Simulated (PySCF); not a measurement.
**CH3F3Sn (SMILES [CH3][Sn]([F])([F])[F]) at 6 levels**

We compute a comparison of 6 runs (HF/3-21G, HF/def2-SVP, B2PLYP/def2-SVP, PBE0/def2-SVP, wB97X/def2-SVP, SVWN5/def2-TZVP) of CH3F3Sn. 

The results are computed with PySCF 2.14.0.

## 1. Starting point

The species is CH3F3Sn (8 atoms), meant as a singlet with charge 0. As SMILES, `[CH3][Sn]([F])([F])[F]`. Geometry: relaxed at PBE0-D4/def2-TZVP.

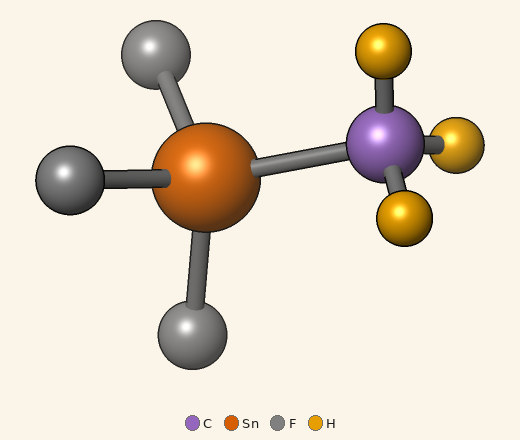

The structure, seen from a chosen angle (carbon purple, tin orange, fluorine grey, hydrogen amber).

## 2. Energy and forces at HF/3-21G (run 1)

Contents of geometry.xyz:

```xyz
8

C     -1.034300    -0.074600     0.605300
Sn     0.777000     0.042100    -0.455600
F      2.090200    -1.207000     0.108100
F      0.609800    -0.262400    -2.321600
F      1.645000     1.725500    -0.330200
H     -1.455600    -1.067900     0.461700
H     -0.829400     0.102400     1.659600
H     -1.710400     0.684900     0.216900
```

Contents of input.py:

```python
import pyscf.grad
from pyscf import gto

system = gto.M(
    atom='geometry.xyz',
    charge=0,
    verbose=4,
    max_memory=1860,
    basis='3-21g',
)

mf = system.RHF()
mf.conv_tol = 1e-10
mf.kernel()
if not mf.converged:
    mf = mf.newton().run(mf.mo_coeff, mf.mo_occ)

etot = mf.e_tot
print('E = %.10f Eh' % etot)
grad = mf.Gradients().kernel()
mf.analyze()
```

Command:

```bash
$ OMP_NUM_THREADS=1 python input.py
```

Log:

```text
PySCF version 2.14.0

[... 86 lines left out ...]
MO #3   energy= -145.46036731178   occ= 2
[... 13 lines left out ...]
MO #17  energy= -19.1601685288158  occ= 2
[... 13 lines left out ...]
MO #31  energy= -0.992080341038395 occ= 2
[... 13 lines left out ...]
MO #45  energy= 0.160166228874377  occ= 0
[... 13 lines left out ...]
MO #59  energy= 1.29693559441358   occ= 0
[... 13 lines left out ...]
MO #73  energy= 3.76763259840841   occ= 0
[... 84 lines left out ...]
Dipole moment(X, Y, Z, Debye): -3.90820, -0.25122,  2.28102
```

It took 7.5 s on 1 thread of Intel Xeon at 2.50GHz (Skylake/Cascade Lake), shared host; peak memory 0.15 GiB.

## 3. Energy and gradient at HF/def2-SVP (core potential) (run 2)

geometry.xyz is that of step 2.

Contents of calc.py:

```python
# [CH3][Sn]([F])([F])[F]
import pyscf.grad
from pyscf import gto, scf

molecule = gto.M(
    atom='geometry.xyz',
    spin=0,
    max_memory=1860,
    basis='def2-svp',
    verbose=3,
    charge=0,
    ecp={'Sn': 'def2-svp'},
)

mf = scf.RHF(molecule)
mf.conv_tol = 1e-10
mf.kernel()
if not mf.converged:
    mf = mf.newton().run(mf.mo_coeff, mf.mo_occ)

e_final = mf.e_tot
print(f'total energy: {e_final:.8f} hartree')
grad = mf.Gradients().kernel()
mf.analyze()
```

Command:

```bash
$ OMP_NUM_THREADS=1 python calc.py
```

Log:

```text
converged SCF energy = -551.085225305405
[... 21 lines left out ...]
MO #12  energy= -1.40664015494685  occ= 2
[... 16 lines left out ...]
MO #29  energy= -0.500665799075417 occ= 2
[... 16 lines left out ...]
MO #46  energy= 0.726011865200028  occ= 0
[... 16 lines left out ...]
MO #63  energy= 1.70463202151042   occ= 0
[... 16 lines left out ...]
MO #80  energy= 3.45980661717397   occ= 0
[... 16 lines left out ...]
MO #97  energy= 52.5150057371575   occ= 0
[... 9 lines left out ...]
Dipole moment(X, Y, Z, Debye): -4.35385, -0.28003,  2.54248
```

It took 25 s on 1 thread of Intel Xeon at 2.50GHz (Skylake/Cascade Lake), shared host; peak memory 0.2 GiB.

Runs 3 to 5 aren't shown in full; the table further down has their settings and results.

## 4. Energy and gradient at SVWN5/def2-TZVP (core potential) (run 6)

Contents of job.py:

```python
from pyscf import gto, dft

mol = gto.Mole()
mol.atom = [
    ('C', (-1.034300, -0.074600, 0.605300)),
    ('Sn', (0.777000, 0.042100, -0.455600)),
    ('F', (2.090200, -1.207000, 0.108100)),
    ('F', (0.609800, -0.262400, -2.321600)),
    ('F', (1.645000, 1.725500, -0.330200)),
    ('H', (-1.455600, -1.067900, 0.461700)),
    ('H', (-0.829400, 0.102400, 1.659600)),
    ('H', (-1.710400, 0.684900, 0.216900)),
]
mol.charge = 0
mol.verbose = 4
mol.basis = 'def2-tzvp'
mol.max_memory = 1860
mol.ecp = {'Sn': 'def2-svp'}
mol.build()

mf = dft.RKS(mol)
mf.xc = 'svwn'
mf.grids.level = 5
mf.conv_tol = 1e-10
mf.kernel()
if not mf.converged:
    mf = mf.newton().run(mf.mo_coeff, mf.mo_occ)

etot = mf.e_tot
print(f'total energy: {etot:.8f} hartree')
grad = mf.nuc_grad_method().kernel()
dip = mf.dip_moment()
pop, q = mf.mulliken_pop()
```

Command:

```bash
$ OMP_NUM_THREADS=1 python job.py
```

Log:

```text
PySCF version 2.14.0

[... 84 lines left out ...]
converged SCF energy = -551.398819750903
total energy: -551.39881975 hartree
[... 12 lines left out ...]
Dipole moment(X, Y, Z, Debye): -4.01657, -0.25851,  2.34662
[... 201 lines left out ...]
charge of    7H =      0.20597
```

Wall time 3.5 min (1 thread of Intel Xeon at 2.50GHz (Skylake/Cascade Lake), shared host); peak memory 2 GiB.

## 5. Overview of the runs

```csv
run,level,core potential,task,energy (Eh),dipole moment (D),HOMO energy (eV),LUMO energy (eV),wall time
1,HF/3-21G,–,gradient,-6332.520658,4.53,-13.16,2.70,7.5 s
2,HF/def2-SVP (core potential),def2-svp,gradient,-551.085225,5.05,-13.62,2.15,25 s
3,B2PLYP/def2-SVP (core potential),def2-svp,energy,-553.012040,4.81,-11.41,-0.23,46 s
4,PBE0/def2-SVP (core potential),def2-svp,gradient,-553.219955,4.62,-10.06,-1.57,69 s
5,wB97X/def2-SVP (core potential),def2-svp,gradient,-553.518542,4.58,-12.38,0.68,1.9 min
6,SVWN5/def2-TZVP (core potential),def2-svp,gradient,-551.398820,4.66,-8.91,-3.19,3.5 min
```

## 6. Outcome

| quantity | value |
| --- | --- |
| run 6: total energy | -551.39882 Eh |
| run 6: dipole moment | 4.66 D |
| run 6: HOMO energy | -8.91 eV |
| run 6: LUMO energy | -3.19 eV |
| run 6: HOMO–LUMO gap | 5.72 eV |
| run 6: largest force on an atom | 0.347 eV/Å |

In words: The dipole moment (its size) runs from 4.53 D (HF/3-21G) to 5.05 D (HF/def2-SVP). The two ends differ in basis and core potential. The HOMO–LUMO gap runs from 5.72 eV (SVWN5/def2-TZVP) to 15.86 eV (HF/3-21G). The two ends differ in method and basis and core potential. Totals of different functionals can't be ranked against each other. Some runs of one species differ in core potentials or relativity; totals across that change don't compare. In run 1 relativity is left out where basis or elements ask for it. All runs together took 7.9 min, the longest 3.5 min.
